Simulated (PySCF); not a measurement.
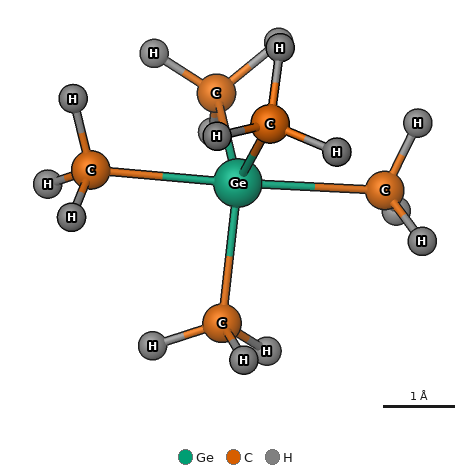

The structure as given in the input (ball-and-stick view, seen at a tilt). Sticks mark near contacts. Bond lengths as drawn: C–Ge 1.99 to 2.18 Å and C–H 0.99 to 1.14 Å.

**C$_{5}$H$_{15}$Ge (charge −1): geometry relaxation**

System: C$_{5}$H$_{15}$Ge, charge −1, SMILES [CH3][Ge-]([CH3])([CH3])([CH3])[CH3].
Method: PBE0-D3(BJ)/def2-SVP geometry optimisation, gas phase (PySCF 2.14.0).

It belongs to a series of runs on one base structure; here: ligand: F to Me.

### The program's output
```
step   0  E = -2275.59621064  max force = 0.102490
step   1  E = -2275.62738665  max force = 0.017573
step   2  E = -2275.62887251  max force = 0.005567
step   3  E = -2275.62913779  max force = 0.001193
step   4  E = -2275.62917033  max force = 0.000726
step   5  E = -2275.62918845  max force = 0.000346
step   6  E = -2275.62919986  max force = 0.000429
optimisation converged
```

### Trajectory as extended XYZ (Å, eV, eV/Å), 7 frames, from step=0 to step=6
```
21
Properties=species:S:1:pos:R:3:forces:R:3 step=0 energy=-61922.12691
Ge    0.0609   -0.0770    0.0217   -2.1910   1.6241  -0.0172
C    -0.0141   -0.0295    2.1423    4.0292  -0.0633  -2.7194
H     0.3481   -0.9527    2.5255    0.8096  -1.3730   0.6106
H    -0.9020    0.1003    2.5508   -5.2702   0.7348   1.8881
H     0.5951    0.7752    2.5320    0.7316   0.5543   0.2432
C    -0.0142    0.0303   -2.1366    1.8778  -1.4913   1.3251
H    -0.9739    0.1625   -2.5391   -2.0100   0.2819  -0.6614
H     0.4149   -0.9053   -2.5627   -0.1250   0.0816  -0.0124
H     0.6211    0.8267   -2.4776    0.6168   0.9295  -0.3689
C     2.0467   -0.0255    0.0323   -0.2398   0.1874  -0.3584
H     2.4214   -0.5459   -0.8404    0.3166  -0.2666  -0.5857
H     2.4773   -0.4812    0.9158    0.2494  -0.0394   0.5980
H     2.3405    1.0340   -0.0609    0.0640  -0.0620   0.1596
C    -1.0624    1.7960    0.0278    3.6808  -0.5787  -1.8785
H    -0.9421    2.2782    0.9554    0.1980   0.8847   1.7138
H    -2.0697    1.6489   -0.1572   -2.6560  -0.5753  -0.5523
H    -0.6463    2.4753   -0.7877   -0.4313  -0.6261   0.7236
C    -1.0716   -1.7530    0.0047    0.9529  -0.6660  -1.7907
H    -0.3561   -2.6221   -0.1256   -0.6634   0.4980   0.0287
H    -1.8166   -1.7884   -0.8296    0.6109   0.0958   0.0958
H    -1.6436   -1.9309    0.8797   -0.5510  -0.1306   1.5586
21
Properties=species:S:1:pos:R:3:forces:R:3 step=1 energy=-61922.97526
Ge    0.0245   -0.0418    0.0200   -0.9037   0.6409   0.0049
C     0.0003   -0.0147    2.1429    0.3294  -0.1528  -0.0433
H     0.3975   -0.9718    2.5372   -0.0008   0.0492   0.1071
H    -1.0091    0.1312    2.5579   -0.1860  -0.0031   0.0419
H     0.6417    0.8035    2.5270   -0.0054  -0.0370   0.0435
C    -0.0137    0.0390   -2.1101    0.4597  -0.3095   0.0499
H    -1.0323    0.1789   -2.5116   -0.0448   0.0420  -0.0317
H     0.4036   -0.8962   -2.5394   -0.0894   0.0426  -0.0748
H     0.6313    0.8655   -2.4661   -0.0861   0.0511  -0.0780
C     2.0363   -0.0224    0.0225   -0.0120  -0.2358  -0.2447
H     2.4332   -0.5482   -0.8627    0.0363   0.0291   0.0261
H     2.4637   -0.4687    0.9336    0.0260   0.0806   0.0433
H     2.3475    1.0318   -0.0523    0.0760   0.0434   0.0717
C    -1.0162    1.7368    0.0065    0.5395  -0.1791   0.0659
H    -0.9052    2.2529    0.9747   -0.1760   0.0396  -0.0182
H    -2.0820    1.5478   -0.2016   -0.0204  -0.0065   0.0421
H    -0.6185    2.3872   -0.7916   -0.0923   0.0105  -0.0060
C    -1.0738   -1.7376   -0.0156    0.0255  -0.1976  -0.0177
H    -0.3906   -2.5967   -0.1510   -0.0354  -0.0162   0.0141
H    -1.7803   -1.7534   -0.8631    0.0712   0.0671  -0.0285
H    -1.6447   -1.9070    0.9132    0.0885   0.0413   0.0324
21
Properties=species:S:1:pos:R:3:forces:R:3 step=2 energy=-61923.01569
Ge    0.0057   -0.0209    0.0206   -0.2863   0.1583   0.0090
C     0.0020   -0.0280    2.1581    0.0913  -0.0584  -0.0014
H     0.3996   -0.9844    2.5574   -0.0329   0.0528   0.0175
H    -1.0165    0.1129    2.5731    0.0371  -0.0180  -0.0102
H     0.6415    0.7850    2.5568   -0.0297  -0.0055   0.0296
C    -0.0019    0.0326   -2.1230    0.1777  -0.1151   0.0324
H    -1.0218    0.1745   -2.5298    0.0099   0.0165  -0.0245
H     0.4075   -0.9022   -2.5571   -0.0472   0.0002  -0.0223
H     0.6342    0.8611   -2.4943   -0.0616   0.0125  -0.0275
C     2.0272   -0.0220    0.0114   -0.0365  -0.0943  -0.0978
H     2.4281   -0.5484   -0.8717   -0.0077   0.0166   0.0271
H     2.4536   -0.4626    0.9267    0.0060   0.0340   0.0166
H     2.3555    1.0295   -0.0549    0.0372   0.0149   0.0301
C    -1.0059    1.7384    0.0067    0.1692  -0.0104   0.1169
H    -0.9225    2.2681    0.9716   -0.0878  -0.0189  -0.0414
H    -2.0726    1.5390   -0.2006    0.0382   0.0108   0.0222
H    -0.6237    2.3912   -0.7942   -0.0367   0.0221  -0.0421
C    -1.0739   -1.7294   -0.0101    0.0070  -0.0662   0.0191
H    -0.3928   -2.5885   -0.1451    0.0190   0.0040   0.0021
H    -1.7766   -1.7386   -0.8591   -0.0089   0.0163  -0.0163
H    -1.6334   -1.8914    0.9278    0.0427   0.0277  -0.0393
21
Properties=species:S:1:pos:R:3:forces:R:3 step=3 energy=-61923.02291
Ge   -0.0066   -0.0106    0.0212    0.0229  -0.0072   0.0027
C     0.0103   -0.0245    2.1648   -0.0519  -0.0334   0.0061
H     0.4074   -0.9776    2.5692   -0.0135   0.0060  -0.0024
H    -1.0087    0.1135    2.5835    0.0614  -0.0154  -0.0081
H     0.6461    0.7886    2.5696   -0.0222   0.0079  -0.0050
C     0.0029    0.0193   -2.1293    0.0155   0.0307   0.0159
H    -1.0155    0.1606   -2.5432    0.0089   0.0008  -0.0110
H     0.4058   -0.9188   -2.5604   -0.0115  -0.0113   0.0140
H     0.6315    0.8473   -2.5144   -0.0135   0.0006  -0.0138
C     2.0161   -0.0266    0.0101   -0.0066  -0.0057  -0.0174
H     2.4169   -0.5547   -0.8706   -0.0016  -0.0028   0.0029
H     2.4383   -0.4656    0.9289   -0.0049   0.0009  -0.0022
H     2.3596    1.0217   -0.0494    0.0058  -0.0047   0.0006
C    -1.0014    1.7456    0.0181    0.0143   0.0470   0.0100
H    -0.9358    2.2759    0.9829   -0.0072  -0.0270  -0.0139
H    -2.0674    1.5423   -0.1883    0.0126   0.0055  -0.0050
H    -0.6309    2.4049   -0.7840   -0.0152   0.0002  -0.0135
C    -1.0721   -1.7257   -0.0217   -0.0004  -0.0020   0.0359
H    -0.3833   -2.5780   -0.1597    0.0186   0.0189  -0.0005
H    -1.7727   -1.7308   -0.8731   -0.0046   0.0013   0.0170
H    -1.6272   -1.8907    0.9164   -0.0069  -0.0104  -0.0122
21
Properties=species:S:1:pos:R:3:forces:R:3 step=4 energy=-61923.02379
Ge   -0.0070   -0.0054    0.0213    0.0265  -0.0207   0.0006
C     0.0040   -0.0355    2.1646   -0.0139   0.0373   0.0018
H     0.3995   -0.9905    2.5648    0.0011  -0.0037  -0.0128
H    -1.0149    0.0980    2.5824    0.0239  -0.0086  -0.0091
H     0.6358    0.7761    2.5779   -0.0071   0.0097   0.0106
C     0.0046    0.0231   -2.1295   -0.0273   0.0204   0.0055
H    -1.0129    0.1639   -2.5462    0.0009  -0.0056  -0.0060
H     0.4058   -0.9173   -2.5573   -0.0031  -0.0088   0.0088
H     0.6314    0.8501   -2.5194    0.0033  -0.0040  -0.0004
C     2.0153   -0.0280    0.0041   -0.0026   0.0120   0.0225
H     2.4119   -0.5587   -0.8767   -0.0063  -0.0063   0.0009
H     2.4374   -0.4673    0.9227    0.0002  -0.0052   0.0000
H     2.3647    1.0184   -0.0563    0.0010  -0.0054  -0.0048
C    -0.9982    1.7536    0.0141    0.0085   0.0206   0.0068
H    -0.9358    2.2839    0.9782    0.0038  -0.0048   0.0073
H    -2.0637    1.5501   -0.1929    0.0007  -0.0046  -0.0048
H    -0.6300    2.4122   -0.7901   -0.0001  -0.0090   0.0040
C    -1.0687   -1.7219   -0.0113   -0.0074  -0.0028  -0.0216
H    -0.3738   -2.5691   -0.1490    0.0095   0.0072  -0.0047
H    -1.7724   -1.7324   -0.8597   -0.0092  -0.0145   0.0012
H    -1.6198   -1.8874    0.9287   -0.0024  -0.0031  -0.0058
21
Properties=species:S:1:pos:R:3:forces:R:3 step=5 energy=-61923.02428
Ge   -0.0072   -0.0050    0.0213    0.0056  -0.0021   0.0002
C     0.0035   -0.0309    2.1638   -0.0003   0.0136  -0.0003
H     0.3996   -0.9857    2.5637    0.0061  -0.0036  -0.0035
H    -1.0147    0.1012    2.5815   -0.0026  -0.0064  -0.0023
H     0.6335    0.7820    2.5774   -0.0027   0.0041   0.0030
C     0.0016    0.0234   -2.1288   -0.0178   0.0151   0.0006
H    -1.0158    0.1628   -2.5459   -0.0017  -0.0039  -0.0007
H     0.4021   -0.9187   -2.5536   -0.0011  -0.0039   0.0048
H     0.6283    0.8492   -2.5213    0.0063  -0.0044  -0.0014
C     2.0146   -0.0306    0.0052   -0.0014   0.0023   0.0130
H     2.4095   -0.5631   -0.8754   -0.0019  -0.0054  -0.0002
H     2.4354   -0.4712    0.9237   -0.0005  -0.0034  -0.0002
H     2.3669    1.0147   -0.0559    0.0002  -0.0027  -0.0041
C    -0.9959    1.7555    0.0172    0.0057   0.0121  -0.0026
H    -0.9323    2.2828    0.9827    0.0029   0.0009   0.0054
H    -2.0614    1.5532   -0.1904   -0.0034  -0.0032  -0.0030
H    -0.6273    2.4146   -0.7862    0.0029  -0.0008   0.0014
C    -1.0678   -1.7230   -0.0149    0.0028   0.0001  -0.0086
H    -0.3687   -2.5665   -0.1544    0.0039   0.0014  -0.0031
H    -1.7717   -1.7357   -0.8632   -0.0027  -0.0056  -0.0009
H    -1.6189   -1.8931    0.9241   -0.0001  -0.0041   0.0025
21
Properties=species:S:1:pos:R:3:forces:R:3 step=6 energy=-61923.02460
Ge   -0.0082   -0.0026    0.0215   -0.0101   0.0135   0.0002
C     0.0022   -0.0282    2.1632    0.0055  -0.0002  -0.0006
H     0.4001   -0.9831    2.5610    0.0083   0.0002   0.0010
H    -1.0161    0.1000    2.5802   -0.0221  -0.0035   0.0048
H     0.6290    0.7861    2.5791    0.0005  -0.0011  -0.0030
C    -0.0039    0.0253   -2.1279   -0.0076   0.0059  -0.0058
H    -1.0218    0.1627   -2.5448   -0.0016  -0.0004   0.0059
H     0.3948   -0.9195   -2.5484    0.0011   0.0011  -0.0007
H     0.6228    0.8487   -2.5253    0.0073  -0.0047  -0.0003
C     2.0128   -0.0358    0.0064    0.0011  -0.0061  -0.0003
H     2.4043   -0.5722   -0.8732    0.0021  -0.0029  -0.0009
H     2.4309   -0.4781    0.9254   -0.0020  -0.0003  -0.0011
H     2.3714    1.0072   -0.0563    0.0002  -0.0002  -0.0036
C    -0.9915    1.7620    0.0193    0.0010  -0.0045  -0.0050
H    -0.9271    2.2864    0.9863    0.0018   0.0059   0.0024
H    -2.0572    1.5621   -0.1897   -0.0030   0.0000  -0.0002
H    -0.6211    2.4211   -0.7832    0.0063   0.0018   0.0029
C    -1.0650   -1.7236   -0.0179    0.0097  -0.0010   0.0008
H    -0.3591   -2.5611   -0.1603   -0.0033  -0.0026  -0.0014
H    -1.7697   -1.7404   -0.8655    0.0023   0.0023  -0.0011
H    -1.6143   -1.9009    0.9208    0.0025  -0.0031   0.0059
```

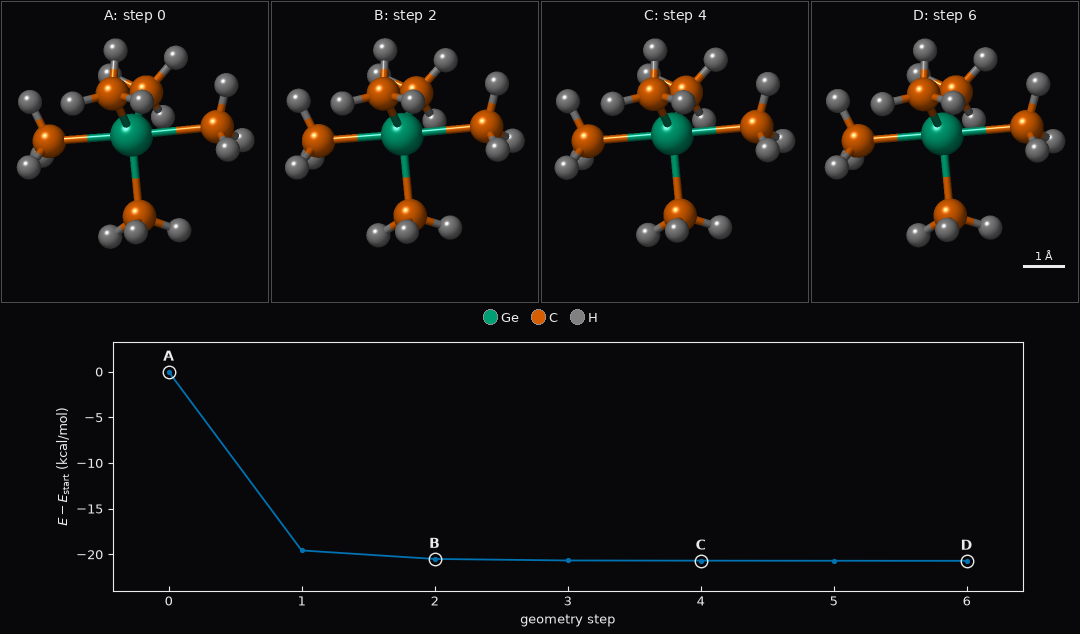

Frames of the relaxation (ball-and-stick view, seen at a tilt) above the curves, on which the letters mark them (steps are counted from 0).

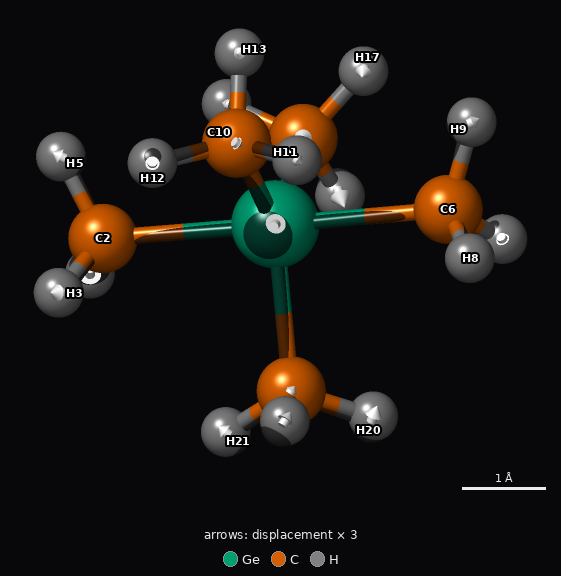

Start (faint) and end (solid) with the displacements as white arrows, magnified 3 times (ball-and-stick view, seen at a tilt). The two geometries are laid on each other by the best rigid fit. H4 moves most after the best rigid fit: 0.12 Å. By element the largest moves are H 0.12 Å, Ge 0.10 Å, C 0.08 Å. Among the contacts that change: Ge1–C14 2.184 → 2.020 Å, C2–H4 0.986 → 1.108 Å, C14–H16 1.035 → 1.104 Å, C6–H7 1.049 → 1.108 Å. Among the angles that change: C2–Ge1–C6 174.2° → 179.6°, H20–C18–H21 104.5° → 109.5°, C10–Ge1–C18 125.5° → 120.6°. The energy falls by 20.7 kcal/mol in 6 geometry steps. The largest force component goes from 5.3 to 0.022 eV/Å. (Atoms are counted from 1 in the order of the input.)

This output came from the following input.

### Input
```
{"job": {"xc": "PBE0", "basis": "def2-SVP", "d3": "d3bj", "grid": 1, "maxiter": 40, "shake": 0.03, "kind": "geom"}, "charge": -1, "multiplicity": 1}
Ge     0.060860    -0.077050     0.021700
C     -0.014150    -0.029550     2.142300
H      0.348080    -0.952680     2.525540
H     -0.902010     0.100300     2.550780
H      0.595120     0.775190     2.532040
C     -0.014200     0.030310    -2.136640
H     -0.973900     0.162480    -2.539060
H      0.414900    -0.905300    -2.562750
H      0.621080     0.826720    -2.477620
C      2.046690    -0.025470     0.032260
H      2.421420    -0.545880    -0.840410
H      2.477270    -0.481190     0.915770
H      2.340530     1.034030    -0.060870
C     -1.062430     1.795960     0.027840
H     -0.942060     2.278210     0.955360
H     -2.069730     1.648940    -0.157210
H     -0.646320     2.475340    -0.787750
C     -1.071550    -1.753000     0.004700
H     -0.356080    -2.622110    -0.125640
H     -1.816620    -1.788410    -0.829590
H     -1.643630    -1.930860     0.879670
```

The first line tells a small driver script what to run in PySCF; the rest is the geometry in Å.

Launched with:
```bash
OMP_NUM_THREADS=1 python <driver script> task.json out
```

### Summary

- outcome: converged
- total energy: −2275.629200 hartree
- point group: C1
- hardware: 1 CPU thread, shared host
- wall time: 2 min
- peak memory: 0.77 GiB
